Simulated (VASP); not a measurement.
Band structure of ZnS (space group P6_3mc). Computed with PBE GGA, VASP's PBE PAW potentials (set 64) (plane waves; VASP 6.6.1).

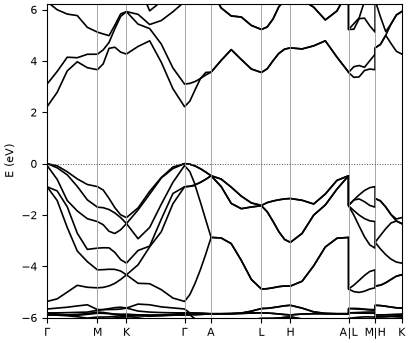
Bands along high-symmetry lines, zero at the valence-band maximum or, without a gap, the Fermi level

Q: Read the plot: is there a gap, and where are the band edges?

A: The gap is direct, 2.22 eV, from the valence maximum at Γ to the conduction minimum at Γ.

The structure comes from a computed database's ZnS entry (P6_3mc); how it stands against other phases isn't given here. The cell was not relaxed at this level.
